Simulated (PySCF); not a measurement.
# USVWN5/STO-3G run of SiH2SF (SMILES F[SiH]S)

What is the vertical doublet–quartet gap of SiH2SF at USVWN5/STO-3G? Input form: a Python script.

The results are computed with PySCF 2.14.0.

5 further runs of the same task are left out: 1 that didn't finish, 4 set aside as unsound or not needed.

## (1) The structure to begin with

SiH2SF: 5 atoms, total charge 0, spin state doublet. SMILES: `F[SiH]S`. The coordinates come from a PBE0-D4/def2-TZVP relaxation. This is one conformer, not always the lowest.

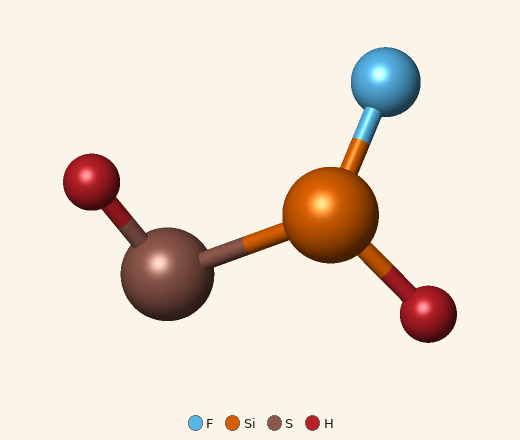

Viewed from a chosen angle; fluorine blue, silicon orange, sulfur brown, hydrogen red.

## (2) The energy at USVWN5/STO-3G

Input file job.py:

```python
from pyscf import gto, dft

molecule = gto.M(
    atom='''
F     -2.347607    -0.996264     2.143327
Si    -1.189394    -0.317474    -0.573154
S      2.646939     0.828645    -0.362449
H     -1.175032    -2.676797    -2.107989
H      2.159390     3.022617     0.822031
''',
    spin=1,
    verbose=3,
    basis='sto-3g',
    unit='bohr',
    max_memory=1860,
)

mf = dft.UKS(molecule, xc='svwn')
mf.conv_tol = 1e-10
mf.grids.level = 5
mf.kernel()
if not mf.converged:
    mf = mf.newton().run(mf.mo_coeff, mf.mo_occ)

e_final = mf.e_tot
print('E = %.10f Eh' % e_final)
```

Run with:

```sh
OMP_NUM_THREADS=1 python job.py
```

The log of the run:

```text
converged SCF energy = -776.222017025199  <S^2> = 0.75029491  2S+1 = 2.0002949
E = -776.2220170252 Eh
```

Wall time 3.6 s (1 thread of Arm Neoverse V1, shared host); peak memory 0.15 GiB.

## (3) The quartet at the same level

Input file calc.py:

```python
from pyscf import gto, dft

system = gto.M(
    atom='''
F     -2.347607    -0.996264     2.143327
Si    -1.189394    -0.317474    -0.573154
S      2.646939     0.828645    -0.362449
H     -1.175032    -2.676797    -2.107989
H      2.159390     3.022617     0.822031
''',
    verbose=3,
    basis='sto-3g',
    spin=3,
    charge=0,
    unit='bohr',
    max_memory=1860,
)

ks = dft.UKS(system, xc='svwn')
ks.conv_tol = 1e-10
ks.grids.level = 5
ks.kernel()
if not ks.converged:
    ks = ks.newton().run(ks.mo_coeff, ks.mo_occ)

energy = ks.e_tot
print('E(%s) = %.9f' % ('SVWN5', energy))
```

Run with:

```sh
OMP_NUM_THREADS=1 python calc.py
```

The log of the run:

```text
WARN: HOMO 0.0778972423800036 >= LUMO -0.279734054296519

WARN: HOMO 0.175212449215503 >= LUMO 0.137564804558627

WARN: HOMO 0.173603587254653 >= LUMO -0.00667180966135922

WARN: HOMO 0.215279133599599 >= LUMO -0.0585401134763606

WARN: HOMO 0.208833014459588 >= LUMO -0.0719924929422938

WARN: HOMO 0.203295094567895 >= LUMO -0.0675615307179789

WARN: HOMO 0.206635934892593 >= LUMO -0.0724740780330287

WARN: HOMO 0.205324671408028 >= LUMO -0.0823655459777327

WARN: HOMO 0.217153286775882 >= LUMO -0.0787999853128718

WARN: HOMO 0.214425421391864 >= LUMO -0.113348066148537

WARN: HOMO 0.212798027452414 >= LUMO -0.103066720014327

WARN: HOMO 0.213127380020685 >= LUMO -0.1045288451422

WARN: HOMO 0.21317769955209 >= LUMO -0.10378336664065

WARN: HOMO 0.212567196055876 >= LUMO -0.104954610631395

WARN: HOMO 0.212304528515939 >= LUMO -0.105437528939931

WARN: HOMO 0.212465054420483 >= LUMO -0.105380313207369

WARN: HOMO 0.212409562195436 >= LUMO -0.105510274607189

WARN: HOMO 0.212421563935211 >= LUMO -0.105502530367844

WARN: HOMO 0.212420173686535 >= LUMO -0.105503836288644

WARN: HOMO 0.212420029034168 >= LUMO -0.105502323025001

WARN: HOMO 0.212420130262661 >= LUMO -0.105502321558181

WARN: HOMO 0.212420126089495 >= LUMO -0.105502277286595

converged SCF energy = -775.913979373848  <S^2> = 3.7504957  2S+1 = 4.0002478
E(SVWN5) = -775.913979374
```

Run time: 6 s. Hardware: 1 thread of Arm Neoverse V1, shared host; peak memory 0.15 GiB.

## (4) Outcome

Level: USVWN5/STO-3G.

| quantity | value |
| --- | --- |
| doublet: total energy | -776.22202 Eh |
| doublet: dipole moment | 0.94 D |
| doublet: HOMO energy (highest over α and β) | -0.73 eV |
| doublet: LUMO energy (lowest over α and β) | 0.25 eV |
| doublet: ⟨S²⟩ | 0.750 |
| quartet: total energy | -775.91398 Eh |
| quartet: dipole moment | 1.03 D |
| quartet: ⟨S²⟩ | 3.750 |
| vertical energy of the quartet above the doublet | 8.382 eV |

At this shape the quartet lies 8.38 eV (193 kcal/mol) above the doublet. In a minimal basis such a difference can be off by several eV, whatever the method. Mulliken charges (doublet) run from -0.16 on F1 to +0.35 on Si2; they depend strongly on the basis. Mulliken charges (quartet) run from -0.13 on F1 to +0.17 on Si2.
